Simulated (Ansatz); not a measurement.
A series of calculations on CH7FO2Si

Part 1: Relaxation

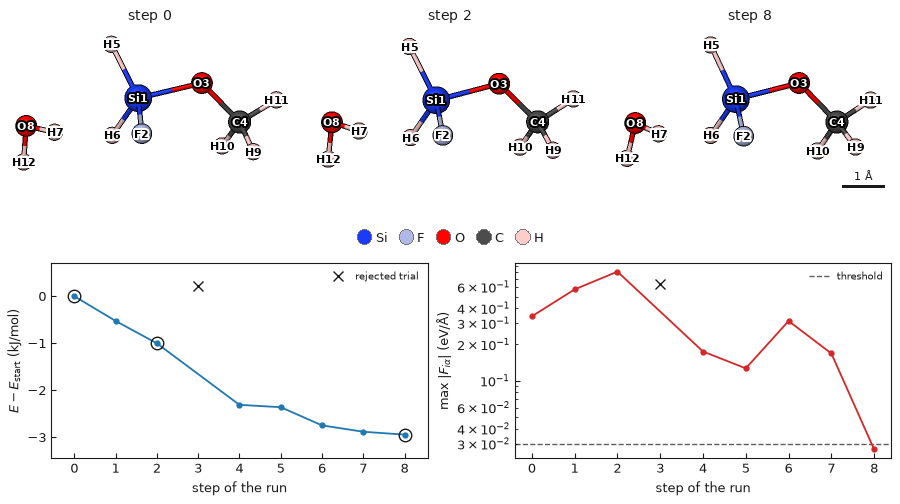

Frames of a relaxation of CH$_{7}$FO$_{2}$Si, marked on the history of the run. The picture is a ball-and-stick view, seen at a tilt.

The run prepares an end point of a later path (reaction) calculation, from a guessed geometry.

The calculation used RKS PBE-D4/def2-SVP (Ansatz 0.2.0).

The input:
```yaml
crystal:
  periodic: [false, false, false]
  atoms:
    - { symbol: Si, position_ang: [-0.382051, -0.013802, -0.456605] }
    - { symbol: F, position_ang: [1.122059, 0.626725, -0.786753] }
    - { symbol: O, position_ang: [-0.182539, -1.597662, 0.01656] }
    - { symbol: C, position_ang: [0.370721, -1.993242, 1.259032] }
    - { symbol: H, position_ang: [-1.187196, -0.074555, -1.704747] }
    - { symbol: H, position_ang: [-0.946076, 0.777756, 0.688045] }
    - { symbol: H, position_ang: [0.432913, 2.491448, -1.678007] }
    - { symbol: O, position_ang: [-0.453469, 2.862861, -1.514483] }
    - { symbol: H, position_ang: [1.457045, -1.755382, 1.325579] }
    - { symbol: H, position_ang: [-0.142963, -1.50774, 2.121556] }
    - { symbol: H, position_ang: [0.249341, -3.091459, 1.367622] }
    - { symbol: H, position_ang: [-0.337685, 3.274953, -0.637699] }
basis:
  gaussian: { orbitals: def2-SVP }
hamiltonian:
  xc: pbe
  dispersion: d4
relax:
  f_tol: 0.03
  max_steps: 50
```

Command:
```bash
ansatz run input.yaml --threads 2 --pin off --max-ram 3072MiB --backend cpu --events-out ev --progress --plain --runs-dir out
```

What happens along the run?

O8 moves most after the best rigid fit: 0.28 Å. By element the largest moves are O 0.28 Å, H 0.23 Å, Si 0.08 Å, F 0.08 Å, C 0.08 Å. Among the contacts that change: Si1–O8 3.066 → 2.714 Å, Si1–F2 1.668 → 1.660 Å, Si1–O3 1.665 → 1.672 Å. Bond angles that change, for instance: H5–Si1–H6 117.3° → 119.5°. After 7 accepted moves (8 points after the start) the energy has fallen by 2.94 kJ/mol. Largest force component: 0.34 eV/Å at the start, 0.027 eV/Å at the end. The line search rejected the trial step at point 3 of the run. From step 0 to 2: O8 moves most (0.20 Å), energy −1.00 kJ/mol. From step 2 to 8: H10 moves most (0.16 Å), energy −1.94 kJ/mol.

Part 2: Relaxation

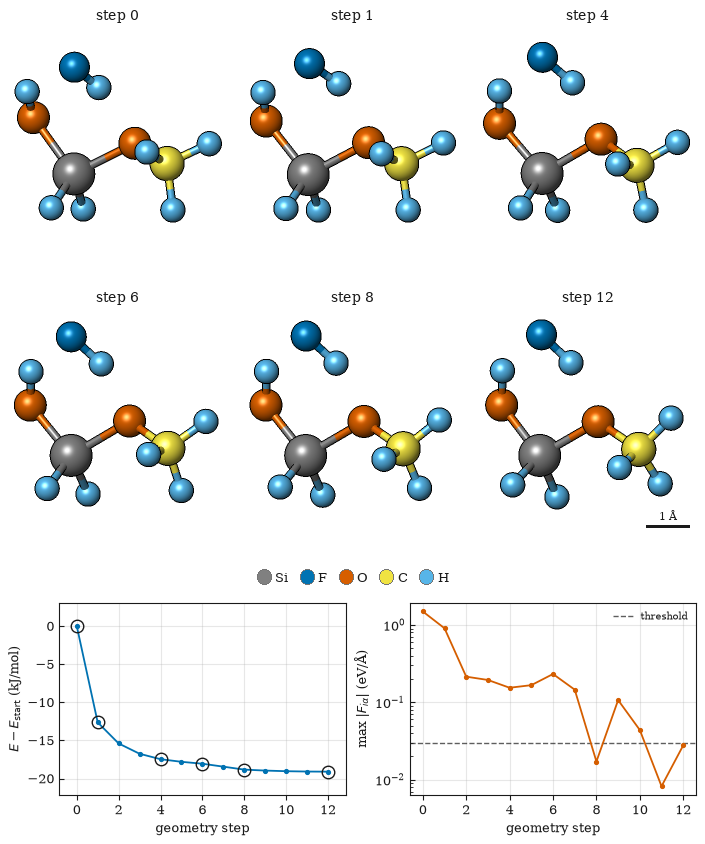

Frames of a relaxation of CH7FO2Si, marked on the history of the run. Style: ball-and-stick. Shown at a tilt.

The run prepares an end point of a later path (reaction) calculation, from a guessed geometry.

These are results of RKS PBE-D4/def2-SVP in Ansatz 0.2.0, not measurements.

Input
```yaml
crystal:
  periodic: [false, false, false]
  atoms:
    - { symbol: Si, position_ang: [-1.157669, 0.457424, -0.412075] }
    - { symbol: F, position_ang: [1.683134, 1.35258, -0.202607] }
    - { symbol: O, position_ang: [0.136948, -0.65073, -0.376721] }
    - { symbol: C, position_ang: [0.485801, -1.4176, 0.778897] }
    - { symbol: H, position_ang: [-2.345253, -0.118673, -1.110648] }
    - { symbol: H, position_ang: [-1.458425, 0.830731, 1.013344] }
    - { symbol: H, position_ang: [1.205175, 0.605467, -0.498396] }
    - { symbol: O, position_ang: [-0.569285, 1.723973, -1.410315] }
    - { symbol: H, position_ang: [1.012253, -0.790367, 1.531408] }
    - { symbol: H, position_ang: [-0.402743, -1.88187, 1.258201] }
    - { symbol: H, position_ang: [1.165336, -2.231406, 0.457999] }
    - { symbol: H, position_ang: [0.244829, 2.120372, -1.028986] }
basis:
  gaussian: { orbitals: def2-SVP }
hamiltonian:
  xc: pbe
  dispersion: d4
relax:
  f_tol: 0.03
  max_steps: 50
```

Launched with:
```bash
ansatz run input.yaml --threads 2 --pin off --max-ram 3072MiB --backend cpu --events-out ev --progress --plain --runs-dir out
```

Q: What happens along the run?

A: Over 12 geometry steps the energy falls by 19.1 kJ/mol. Largest force component: 1.5 eV/Å at the start, 0.028 eV/Å at the end. The forces were under the threshold at step 8, but the run went on from there. The largest move after the best rigid fit is that of H9, 0.80 Å. By element the largest moves are H 0.80 Å, F 0.43 Å, O 0.30 Å, Si 0.17 Å, C 0.11 Å. Near-neighbour distances that change, for instance: Si1–O8 1.717 → 1.654 Å, F2–H7 0.935 → 0.974 Å, Si1–O3 1.704 → 1.721 Å, O8–H12 0.983 → 0.989 Å. Bond angles that change, for instance: H5–Si1–O8 106.6° → 109.0°. Groups turn about Si1–O3 by about 30°. Cost: 16 s on 2 threads of Intel(R) Xeon(R) 6975P-C (Granite Rapids), with other jobs on the host, peak memory 0.17 GiB. From step 0 to 1: H7 moves most (0.18 Å), energy −12.6 kJ/mol. From step 1 to 4: H9 moves most (0.25 Å), energy −4.83 kJ/mol. From step 4 to 6: H atoms move most (0.20 Å), energy −0.59 kJ/mol. From step 6 to 8: H atoms move most (0.12 Å), energy −0.77 kJ/mol. From step 8 to 12: H atoms move most (0.21 Å), energy −0.27 kJ/mol.

```csv
step,"E − E(0), kJ/mol","largest force component, eV/Å"
0,0.00,1.4936
1,-12.64,0.9061
2,-15.40,0.2146
3,-16.75,0.1944
4,-17.47,0.1543
5,-17.81,0.1666
6,-18.06,0.2322
7,-18.45,0.1457
8,-18.83,0.0172
9,-18.96,0.1068
10,-19.04,0.0438
11,-19.09,0.0082
12,-19.10,0.0277
```

Part 3: Path

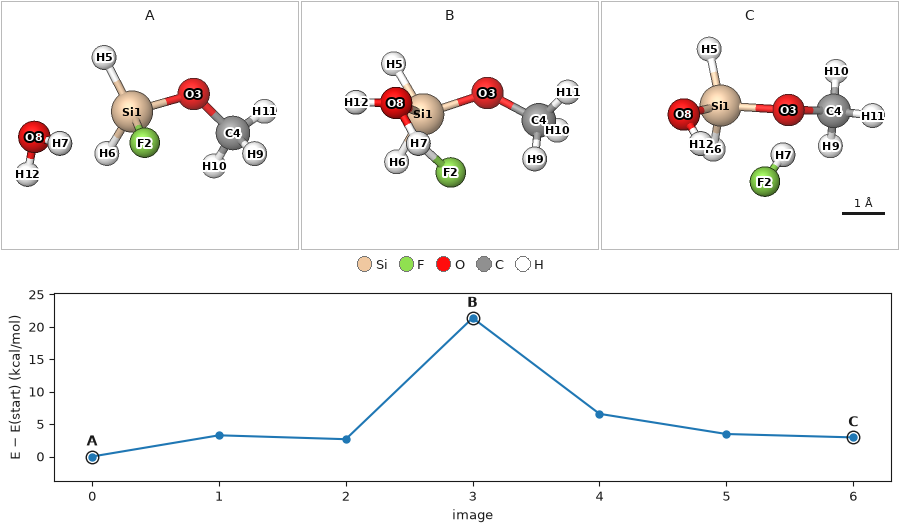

A search for the minimum-energy path of CH$_{7}$FO$_{2}$Si by the nudged elastic band. Images are numbered from 0 (start) to 6 (end). Frames A to C are images 0, 3, 6. Style: ball-and-stick. Shown at a tilt.

Method: RKS PBE-D4/def2-SVP in Ansatz 0.2.0. Settings: 5 movable images; climbing image; force threshold 0.05 eV/Å; iteration limit 60; starting path through a guess of the saddle point.

What happens along the path, and what is the barrier?

The highest point, image 3, lies 21.4 kcal/mol above the start and 18.4 kcal/mol above the end; the end is at +3.0 kcal/mol relative to the start. The path has more than one stage, and so few images may leave a stage unresolved. Breaking: H7–O8 (0.98 → 1.13 at the top → 2.60 Å), Si1–F2 (1.66 → 1.99 at the top → 3.10 Å). Forming: F2–H7 (2.11 → 1.25 at the top → 0.97 Å), Si1–O8 (2.71 → 1.89 at the top → 1.65 Å). The band converged in 24 iterations. The largest component of the band force went from 74 to 0.047 eV/Å. The climbing image converged on the top of the path. Its vibrational analysis gives one imaginary mode (444i cm⁻¹), as a transition state must have.

Cost: 2 min on 2 threads of Intel(R) Xeon(R) 6975P-C (Granite Rapids), on a shared host, peak memory 0.16 GiB.
